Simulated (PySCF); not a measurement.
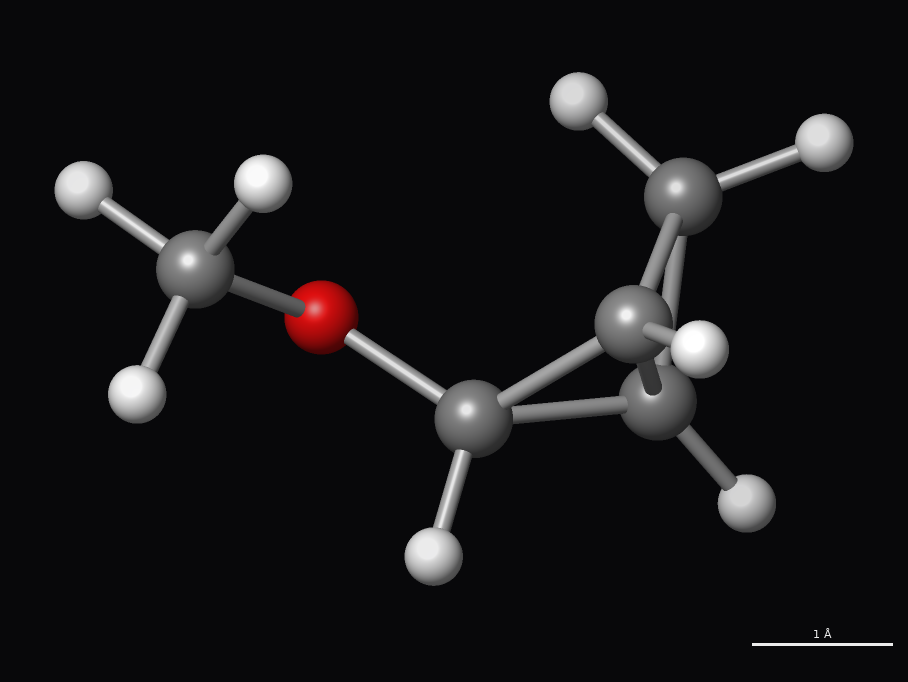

A ball-and-stick model of a molecule. Every bond is drawn as one stick, whatever its order. Colours: carbon grey, oxygen red, hydrogen white.

The geometry was computed by an optimisation with GFN2-xTB. No frequency run is at hand to confirm it as a minimum.

Give the formula.

C5H8O, 14 atoms: 5 carbon, 8 hydrogen and 1 oxygen.

Name functional groups in it.

Among them: ether.

The parts below concern this one geometry. Atoms keep their numbers from picture to picture.

## Geometry

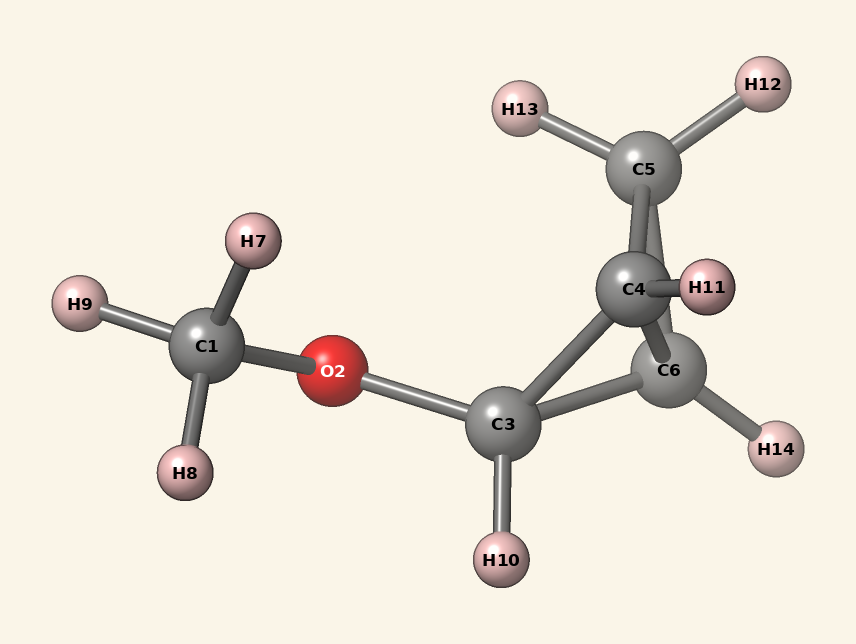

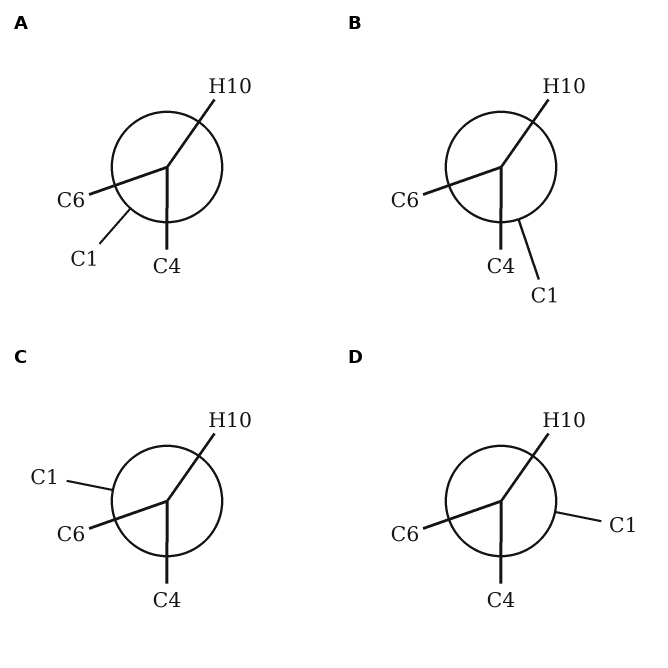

Atoms fade into the background with distance from the viewer. Bonds that would overlap in a projection are set slightly apart. No frequency run is at hand to confirm it as a minimum.

Which Newman projection shows the view along C3–O2, with C3 in front?

D. The torsion angle C4–C3–O2–C1 is −79°, synclinal (gauche).

## Polarisability

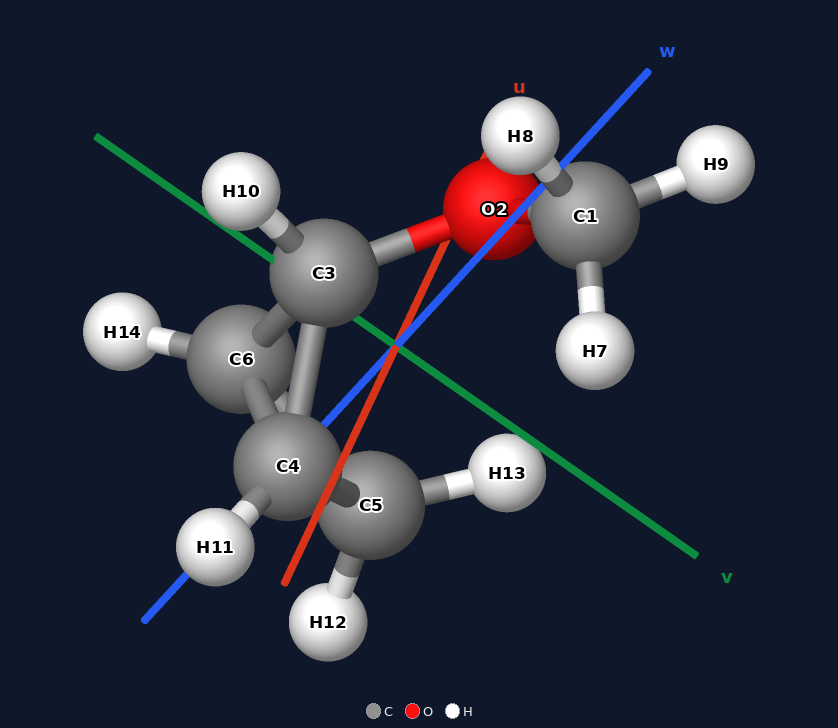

The lines u, v and w are the principal axes of the static dipole polarisability. No frequency run is at hand to confirm it as a minimum. Computed with CAM-B3LYP/def2-SVPD (PySCF 2.14.0).

Along which axis is the molecule most polarisable, and along which least?

Most along w (close to the long direction C1···C5), least along u.

Give the three principal values.

u 53.7, v 56.9, w 67.6 bohr³; mean 59.4, anisotropy 12.6 bohr³.

## Excitation

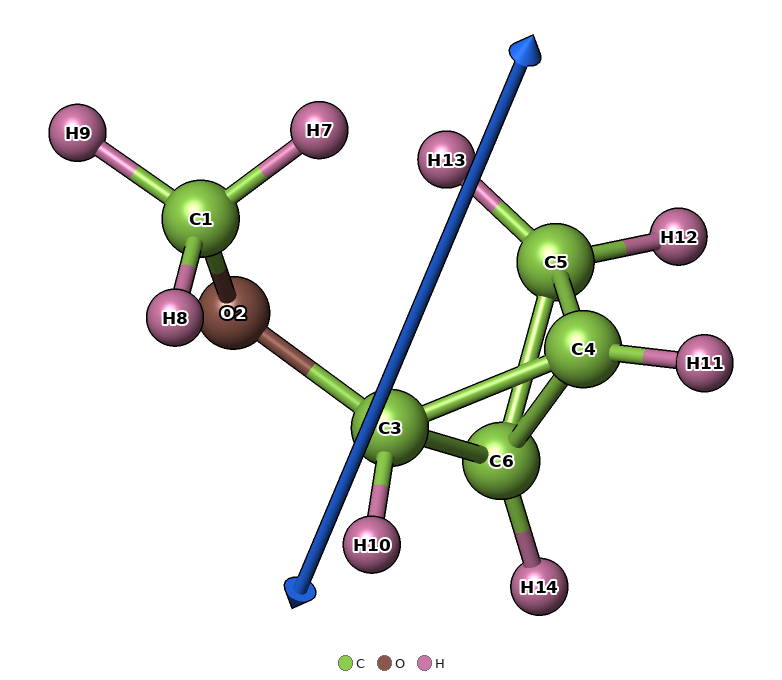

The double arrow shows the direction of the transition dipole to excited singlet state 4 (its length means nothing). No frequency run is at hand to confirm it as a minimum. Level of theory: TDDFT CAM-B3LYP/def2-SVPD, vertical, gas phase, core orbitals frozen in the response (PySCF 2.14.0).

Give its energy, strength and character.

7.91 eV (157 nm), oscillator strength 0.043, of mixed character, with the largest part HOMO → LUMO+2 (weight 0.36); transition dipole 1.20 D.

## Core levels

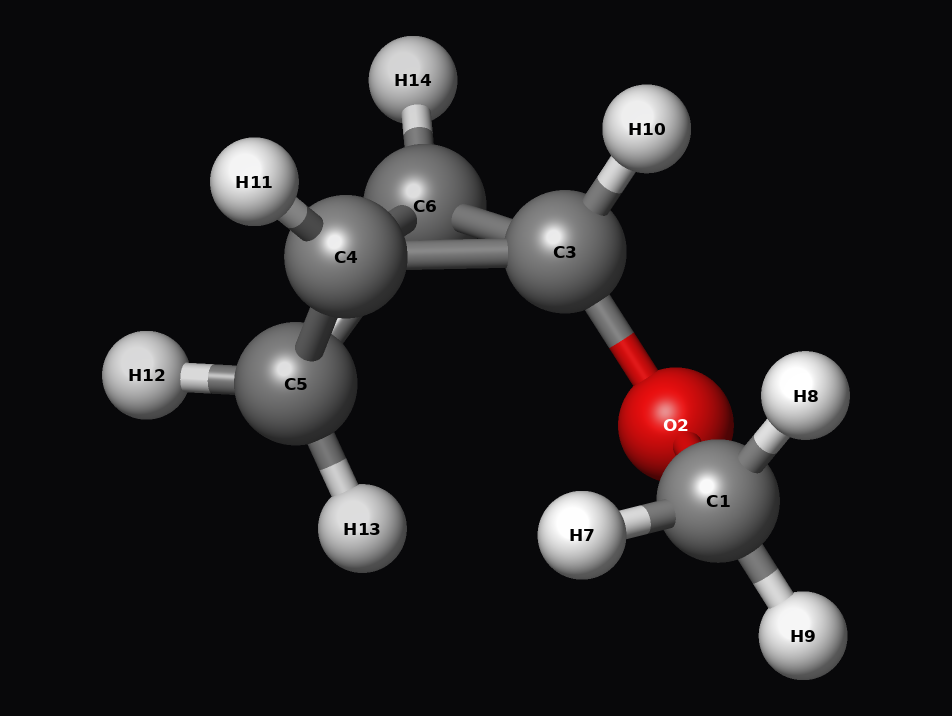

No frequency run is at hand to confirm it as a minimum. Properties computed with delta-SCF UKS SCAN, pcX-2 on the ionised atom, pcseg-1 elsewhere, spin-free X2C (PySCF 2.14.0).

Give the core-electron binding energies (to vacuum) of C1 1s, O2 1s, C3 1s, C4 1s, C5 1s.

```csv
atom,level,binding energy (eV)
C1,1s,292.0
O2,1s,538.1
C3,1s,292.2
C4,1s,290.7
C5,1s,290.8
```
